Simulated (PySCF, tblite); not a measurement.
**C4H2N radical: geometry, infrared bands and EPR parameters**

Aim: predict the infrared bands and EPR parameters of C4H2N radical (`N#CC1=[C]C1`).

Computed with tblite 0.8.0 and PySCF 2.14.0, with density-fitted response routines of our own, on a single molecule in the gas phase. Atoms are numbered from 0 throughout.

### 1 The starting structure

7 atoms, charge 0, multiplicity 2; geometry from: force field or distance geometry start.

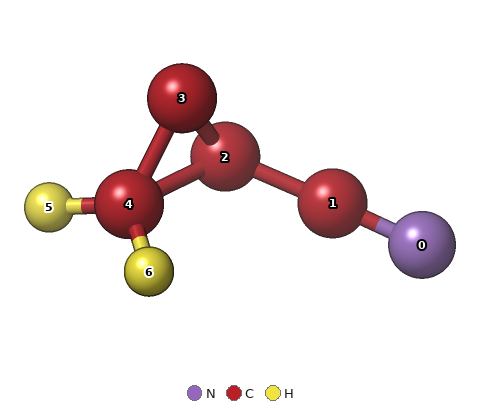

The starting geometry (nitrogen purple, carbon red, hydrogen yellow), atoms numbered; sticks join atoms by distance.

### 2 Optimising the geometry with GFN2-xTB

The job: settings as JSON, then the geometry in Å.

```
{"job": {"kind": "relax", "xc": "GFN2-xTB", "basis": "xTB"}, "charge": 0, "multiplicity": 2}
N      2.482500    -0.570800     0.408000
C      1.479700    -0.204100    -0.090100
C      0.276300     0.201300    -0.674100
C     -0.372200     1.240500    -0.231100
C     -1.030400     0.017600     0.067200
H     -1.866800    -0.286900    -0.559300
H     -0.965600    -0.392700     1.052200
```

On the command line:

```
$ OMP_NUM_THREADS=1 python probes_run.py task.json out
```

The driver reads the jobs from task.json and runs them one after another.

The program printed:

```text
step      E/eV     max force
  0    -332.75231    3.972
  1    -332.74041    8.245
  2    -332.95679    4.275
  3    -333.06394    2.828
  4    -333.17160    0.929
  5    -333.25079    1.067
  6    -333.31665    1.004
  7    -333.34067    0.674
  8    -333.38581    0.745
  9    -333.43730    1.038
 10    -333.49722    2.127
 11    -333.54618    1.858
 12    -333.62651    0.410
 13    -333.63748    1.943
 14    -333.65767    0.556
 15    -333.66664    0.762
 16    -333.67476    0.357
 17    -333.68566    0.445
 18    -333.69640    0.312
 19    -333.70133    0.243
 20    -333.70341    0.121
 21    -333.70413    0.076
 22    -333.70451    0.056
 23    -333.70482    0.069
 24    -333.70514    0.057
 25    -333.70532    0.035
 26    -333.70540    0.028
 27    -333.70546    0.029
 28    -333.70555    0.033
 29    -333.70568    0.034
 30    -333.70580    0.041
 31    -333.70590    0.040
 32    -333.70597    0.028
 33    -333.70603    0.029
 34    -333.70608    0.033
 35    -333.70612    0.026
 36    -333.70614    0.014
 37    -333.70615    0.009
```

Run time: 0.09 s. Hardware: 1 thread of Arm Neoverse V2, shared host.

Along the way: (not every step is listed) (the energy doesn't fall at every step)

```
step  energy from step 0 (eV)  largest force (eV/Å)
   0                   0.0000                3.9717
   1                   0.0119                8.2446
   2                  -0.2045                4.2745
   3                  -0.3116                2.8283
   4                  -0.4193                0.9294
   5                  -0.4985                1.0673
   6                  -0.5643                1.0042
   7                  -0.5884                0.6738
   8                  -0.6335                0.7451
  10                  -0.7449                2.1273
  12                  -0.8742                0.4100
  14                  -0.9054                0.5562
  16                  -0.9224                0.3573
  18                  -0.9441                0.3123
  20                  -0.9511                0.1215
  22                  -0.9522                0.0561
  24                  -0.9528                0.0574
  26                  -0.9531                0.0279
  28                  -0.9532                0.0329
  30                  -0.9535                0.0408
  32                  -0.9537                0.0284
  33                  -0.9537                0.0292
  34                  -0.9538                0.0331
  35                  -0.9538                0.0259
  36                  -0.9538                0.0142
  37                  -0.9538                0.0086
```

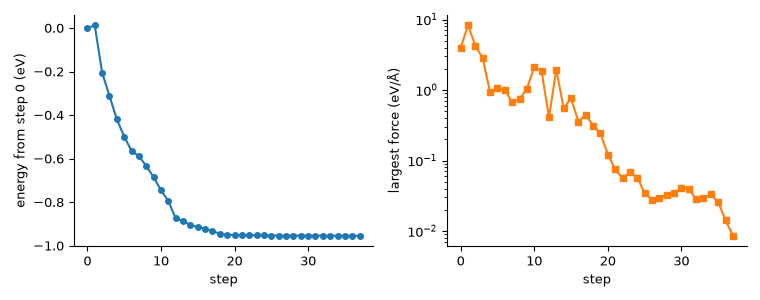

Energy and force, step by step.

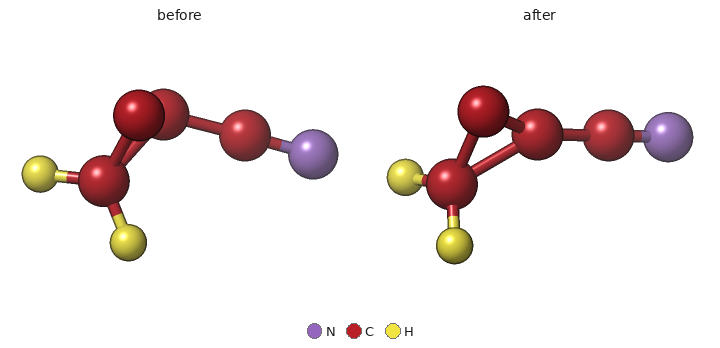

Before and after, at one scale.

Distances of close pairs at the start and the end, largest changes first:

```
 bond  before (Å)  after (Å)  change (Å)
C2–C4       1.514      1.602      +0.089
C3–C4       1.420      1.464      +0.043
C1–C2       1.398      1.364      -0.034
N0–C1       1.178      1.153      -0.026
C4–H6       1.069      1.083      +0.014
C4–H5       1.088      1.083      -0.005
C2–C3       1.303      1.298      -0.004
```

The final coordinates are the input of the step that follows.

### 3 Vibrational analysis with GFN2-xTB

The job: settings as JSON, then the geometry in Å.

```
{"job": {"kind": "ir", "xc": "GFN2-xTB", "basis": "xTB"}, "charge": 0, "multiplicity": 2}
N      2.669833    -0.743624     0.000424
C      1.641462    -0.228455    -0.072550
C      0.415786     0.364332    -0.151470
C     -0.489644     1.272838    -0.352516
C     -1.134048     0.032280     0.082102
H     -1.623772    -0.613140    -0.636685
H     -1.476283    -0.079327     1.103618
```

The program printed:

```text
mode    cm-1     km/mol
  1     173.0     11.00
  2     195.6      9.84
  3     488.5      2.05
  4     498.5      6.79
  5     614.9     13.96
  6     706.6      2.64
  7     954.3     12.91
  8     977.3     27.80
  9     996.0      2.11
 10    1154.8     20.11
 11    1432.3      1.07
 12    1858.6     28.87
 13    2297.8    151.40
 14    3035.6     18.16
 15    3040.2     20.55
```

Run time: 0.07 s. Hardware: 1 thread of Arm Neoverse V2, shared host.

The strongest bands and the atoms that carry them (share of the mass-weighted mode):

```
cm⁻¹  km/mol                               atoms
 615    14.0  C2 33 %, C4 22 %, C3 18 %, N0 13 %
 954    12.9           C3 34 %, C2 23 %, N0 19 %
 977    27.8           H6 35 %, H5 35 %, C4 13 %
1155    20.1                    C4 47 %, C3 38 %
1859    28.9                    C2 58 %, C3 36 %
2298   151.4                    C1 61 %, N0 38 %
3036    18.2                    H5 49 %, H6 47 %
3040    20.6           H6 46 %, H5 44 %, C4 10 %
```

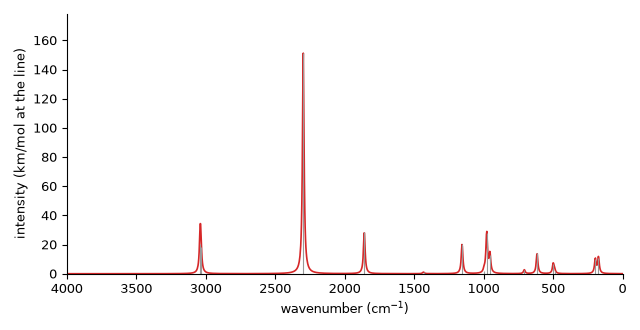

The infrared spectrum from these modes, unscaled. Lines are broadened to a width of 14 cm⁻¹ (Lorentzian).

### 4 EPR parameters: B3LYP/pcH-1

The job, as its differences from that of step 3:

```diff
@@ -1,2 +1,2 @@
-{"job": {"kind": "ir", "xc": "GFN2-xTB", "basis": "xTB"}, "charge": 0, "multiplicity": 2}
+{"job": {"kind": "epr", "basis": "pcH-1"}, "charge": 0, "multiplicity": 2}
 N      2.669833    -0.743624     0.000424
```

Method: UKS B3LYP, pcH-1 on C H N, non-relativistic, mean-field spin-orbit, GIAO.

The program printed:

```text
UKS, coarse grid
  cycle   1  E = -208.15352492  |g| = 2.76e-01
  cycle   2  E = -207.98445737  |g| = 6.70e-01
  cycle   3  E = -208.19233343  |g| = 4.95e-02
  cycle   4  E = -208.19296803  |g| = 3.79e-02
  cycle   5  E = -208.19359910  |g| = 2.23e-02
  cycle   6  E = -208.19387285  |g| = 4.45e-03
  cycle   7  E = -208.19389840  |g| = 2.52e-03
  cycle   8  E = -208.19390837  |g| = 1.24e-03
  cycle   9  E = -208.19391322  |g| = 7.51e-04
UKS, final grid
  cycle   1  E = -208.19390584  |g| = 8.84e-04
  cycle   2  E = -208.19390587  |g| = 1.25e-03
  cycle   3  E = -208.19390671  |g| = 2.50e-04
  cycle   4  E = -208.19390684  |g| = 3.15e-04
  cycle   5  E = -208.19390703  |g| = 1.20e-04
  cycle   6  E = -208.19390704  |g| = 1.81e-05
  cycle   7  E = -208.19390704  |g| = 9.78e-06
E = -208.19390704 Eh   <S^2> = 0.7583 (exact 0.7500)
g shifts (ppm)      1          2          3
  rmc          -164       -164       -164
  gc             12         14         -8
  oz_so       -1650        452       1723
  total       -1802        302       1551
hyperfine (MHz)  atom isotope    a_iso     a_fc   dipolar eigenvalues
    0   14N       1.40       1.40     -5.80     -2.86      8.66
    1   13C      -4.22      -4.22     -6.46      1.42      5.04
    2   13C       0.11       0.11    -28.01     -7.59     35.60
    3   13C     487.79     487.79    -57.48    -38.00     95.48
    4   13C      29.70      29.70    -26.33    -24.66     50.99
    5    1H     -13.67     -13.67    -12.49     -3.41     15.89
    6    1H     -13.67     -13.67    -12.48     -3.41     15.89
```

It took 11 s on 1 thread of Arm Neoverse V2, shared host; peak memory 0.5 GiB.

Principal g values 2.00052, 2.00262, 2.00387; g(iso) = 2.00234, against 2.00232 for a free electron.

Hyperfine couplings; where a row names several nuclei, a(iso) is their mean (it holds for fast rotation or exchange) and the dipolar term the largest among them:

```
nuclei  isotope  a(iso) (MHz)  a(iso) (G, at g = 2.0023)  largest dipolar term (MHz)
    C3      13C         487.8                      174.1                        95.5
    C4      13C          29.7                       10.6                        51.0
H5, H6       1H         -13.7                       -4.9                        15.9
    C1      13C          -4.2                       -1.5                        -6.5
    N0      14N           1.4                        0.5                         8.7
    C2      13C           0.1                        0.0                        35.6
```

Mulliken spin populations:

```
atom  value (e)
  N0       0.06
  C1      -0.03
  C2       0.04
  C3       0.69
  C4       0.26
  H5      -0.01
  H6      -0.01
```

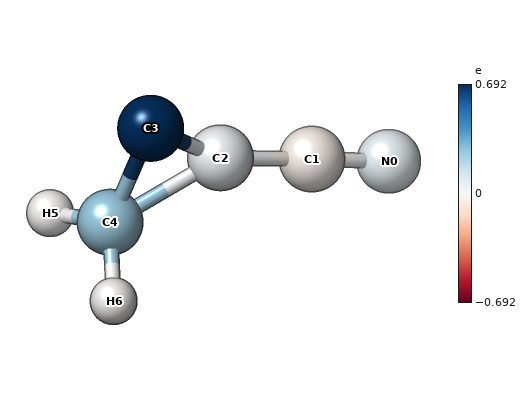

Mulliken spin populations, as colours on the atoms.

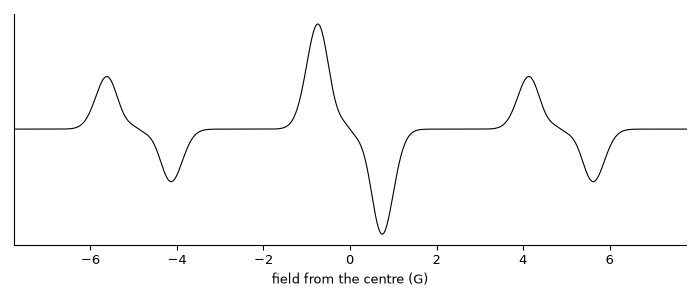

First-order isotropic spectrum (first derivative, main isotopes with spin only, couplings over 0.8 MHz, Gaussian width 0.3 G; couplings of the frozen geometry, rotation of groups not averaged beyond the rows shown).

Orbitals, density, ELF and potential are computed afterwards from the orbital file.

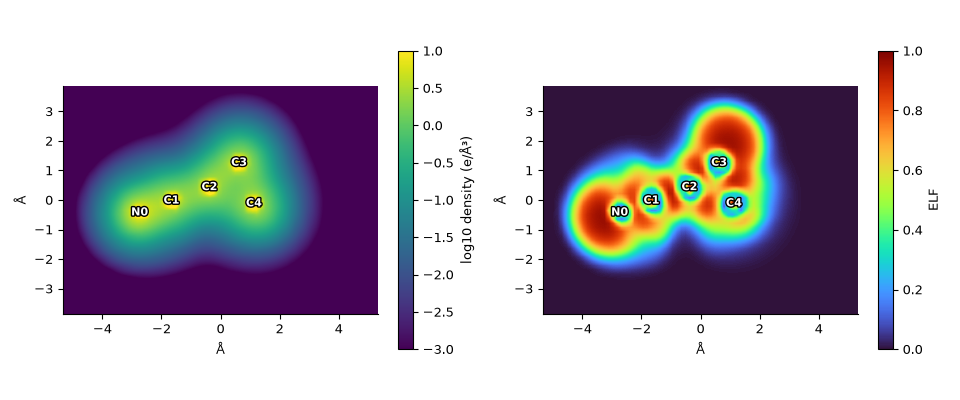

Density (left) and ELF (right) in a plane through or near 5 of the atoms.

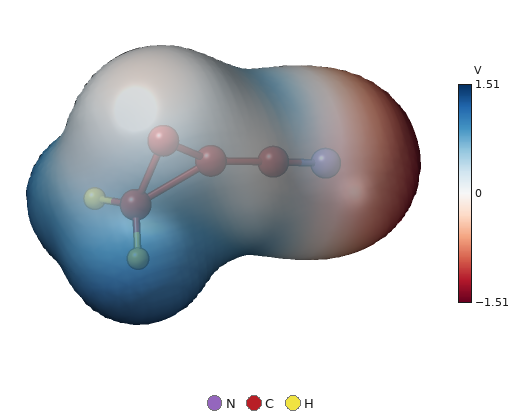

The potential that a unit positive charge feels on the 0.002 e/bohr³ surface, from -1.51 V near N0 to 1.37 V near H6.

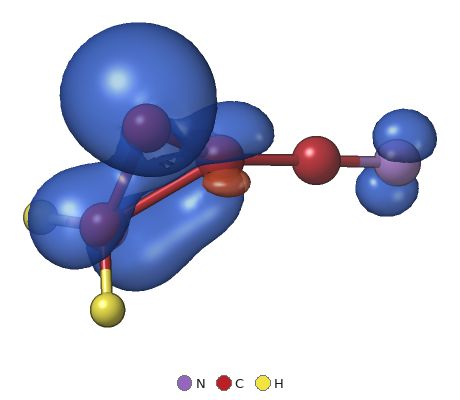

Spin density at ±0.04 e/Å³ (alpha excess blue, beta excess red).

### 5 Results

| quantity | value |
| --- | --- |
| strongest single infrared mode (GFN2-xTB) | 2298 cm⁻¹, 151 km/mol |
| zero-point energy (GFN2-xTB) | 26.3 kcal/mol |
| g(iso) (B3LYP) | 2.00234 |
| ⟨S²⟩ | 0.758 (exact 0.75) |
| largest a(iso) (averaged by class) | 13C on C3, 487.8 MHz |
| potential on the surface of density 0.002 e/bohr³, 1st and 99th percentile | -1.51 V and 1.37 V |

In words: The optimisation took 37 steps and gained 0.954 eV; among the close pairs (by a distance rule), C2–C4 changed most, from 1.514 to 1.602 Å. No mode is imaginary among the 15: a minimum at this level. The strongest single mode, at 2298 cm⁻¹, moves mainly C1 and N0. Unscaled tight-binding wavenumbers are off by several per cent, some by more. Its intensities can rank the bands wrongly. The largest share of the spin, 0.69 e, sits on C3. The isotropic g lies 0.0 ppt above the free-electron value. The conformer search found further structures of the same energy, which may be mirror or relabelled copies of this one.
